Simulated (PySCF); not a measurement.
**From one method to the next for Sn2 (triplet)**

What do other methods print for Sn2 (triplet)?

The runs use PySCF 2.14.0; each script names its method and basis.

8 further runs of the same task are left out: 3 for a known fault of the program, 5 that didn't finish.

## 1. The system as given

Sn2 (triplet): 2 atoms, charge 0, spin multiplicity 3.

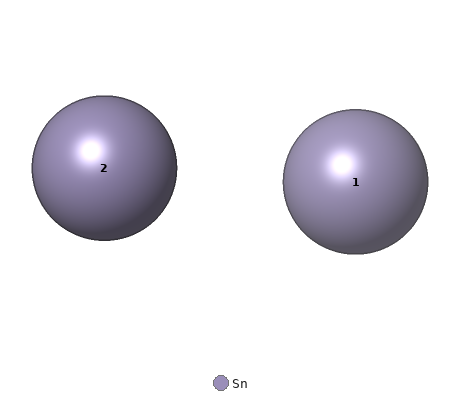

Start geometry, drawn with tin purple; atoms are numbered from 1 in the order of the file.

## 2. The run that the others are compared with

Contents of input.py:

```python
from pyscf import gto, scf, mp

mol = gto.M(
    atom='Sn 0 0 0; Sn 0 0 2.7',
    basis='sbkjc',
    ecp={'Sn': 'sbkjc'},
    charge=0,
    spin=2,
    verbose=4,
)
mf = scf.UHF(mol)
mf.kernel()
mp.MP2(mf).kernel()
mf.dip_moment()
print('orbital energies (hartree):', [e[max(0, n-3):n+3].round(4) for e, n in zip(mf.mo_energy, mol.nelec)])
```

Started as:

```bash
$ OMP_NUM_THREADS=1 python input.py
```

## 3. R2scan (UKS)

Variant 1 changes functional: none (Hartree–Fock) → r2scan; SCF type: UHF → UKS; step after the SCF: mp2 → analyze.

Changes to input.py since step 2:

```diff
@@ -1,2 +1,2 @@
-from pyscf import gto, scf, mp
+from pyscf import gto, dft
 
@@ -10,5 +10,5 @@
 )
-mf = scf.UHF(mol)
+mf = dft.UKS(mol, xc='r2scan')
 mf.kernel()
-mp.MP2(mf).kernel()
+mf.mulliken_pop()
 mf.dip_moment()
```

## 4. O3lyp (UKS)

Variant 2 changes functional: none (Hartree–Fock) → o3lyp; SCF type: UHF → UKS; step after the SCF: mp2 → analyze.

Changes to input.py since step 2:

```diff
@@ -1,2 +1,2 @@
-from pyscf import gto, scf, mp
+from pyscf import gto, dft
 
@@ -10,5 +10,5 @@
 )
-mf = scf.UHF(mol)
+mf = dft.UKS(mol, xc='o3lyp')
 mf.kernel()
-mp.MP2(mf).kernel()
+mf.mulliken_pop()
 mf.dip_moment()
```

## 5. TDA

Variant 3 changes step after the SCF: mp2 → tda; number of roots: none → 3.

Changes to input.py since step 2:

```diff
@@ -1,2 +1,2 @@
-from pyscf import gto, scf, mp
+from pyscf import gto, scf, tdscf
 
@@ -12,3 +12,6 @@
 mf.kernel()
-mp.MP2(mf).kernel()
+td = tdscf.TDA(mf)
+td.nstates = 3
+td.kernel()
+td.analyze(verbose=3)
 mf.dip_moment()
```

## 6. Bp86 (UKS)

Variant 4 changes functional: none (Hartree–Fock) → bp86; SCF type: UHF → UKS; step after the SCF: mp2 → analyze.

Changes to input.py since step 2:

```diff
@@ -1,2 +1,2 @@
-from pyscf import gto, scf, mp
+from pyscf import gto, dft
 
@@ -10,5 +10,5 @@
 )
-mf = scf.UHF(mol)
+mf = dft.UKS(mol, xc='bp86')
 mf.kernel()
-mp.MP2(mf).kernel()
+mf.mulliken_pop()
 mf.dip_moment()
```

What does the calculation give? Wanted: for each run, E(SCF); from base; gap, α spin; after the SCF.

The runs gave:

| run | E(SCF) (hartree) | from base (eV) | cycles | gap, α spin (eV) | after the SCF |
| --- | --- | --- | --- | --- | --- |
| base | -6.553042 | 0 | 7 | 6.77 | MP2 correlation -1.347 eV |
| r2scan (UKS) | -6.793167 | not comparable | 6 | 1.88 | n/a |
| o3lyp (UKS) | -6.795701 | not comparable | 6 | 2.39 | n/a |
| TDA | -6.553042 | 0.0000 | 7 | 6.77 | lowest root found 0.40 eV |
| bp86 (UKS) | -6.839979 | not comparable | 6 | 1.74 | n/a |

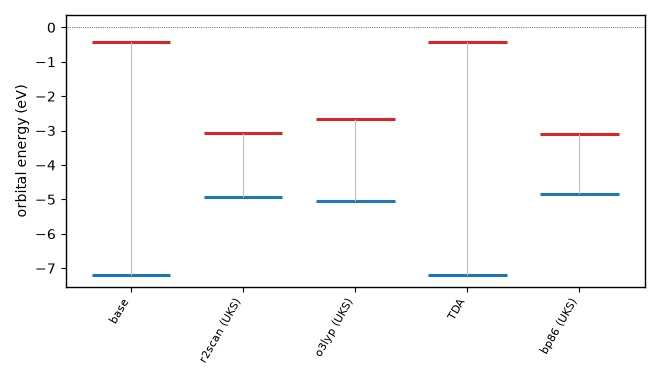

Highest filled (blue) and lowest empty (red) level of each run. Open-shell runs show the α spin alone.

In words: The α-spin gap between the frontier levels is 1.7 eV with bp86 (0 % exact exchange) and 2.4 eV with o3lyp (12 %). A lower total energy from another functional means nothing by itself.
